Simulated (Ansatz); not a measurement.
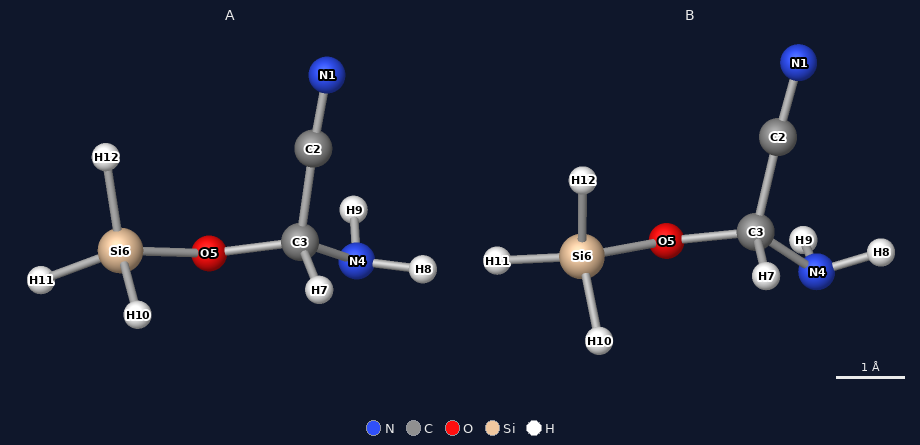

Two geometries of C2H6N2OSi (coarse preliminary run), drawn at one scale. One is the start of a relaxation, the other its converged end. The picture is a ball-and-stick view, seen at a tilt.

Method: RKS PBE-D4/def2-SVP in Ansatz 0.2.0. Set-up: force threshold 0.03 eV/Å; at most 200 steps.

**Which one is relaxed?**

Structure A is the relaxed one. The start comes from a force field. The largest move after the best rigid fit is that of H10, 0.59 Å. Largest moves by element: H 0.59 Å, N 0.34 Å, C 0.24 Å, O 0.20 Å, Si 0.11 Å. Some distances before and after: N4–H9 1.078 → 1.027 Å, O5–Si6 1.654 → 1.697 Å, C3–H7 1.160 → 1.119 Å, Si6–H11 1.461 → 1.496 Å. Bond angles that change, for instance: H8–N4–H9 102.4° → 108.6°, N4–C3–H7 102.4° → 107.6°, C3–N4–H9 106.2° → 111.0°. Groups turn about C3–N4 by about 25°, C3–O5 by about 25°. The energy falls by 6.17 kcal/mol in 14 accepted moves (15 points after the start). Largest force component: 2.7 eV/Å at the start, 0.01 eV/Å at the end. The line search rejected the trial step at point 3 of the run. The forces were under the threshold at step 8, but the run went on from there.
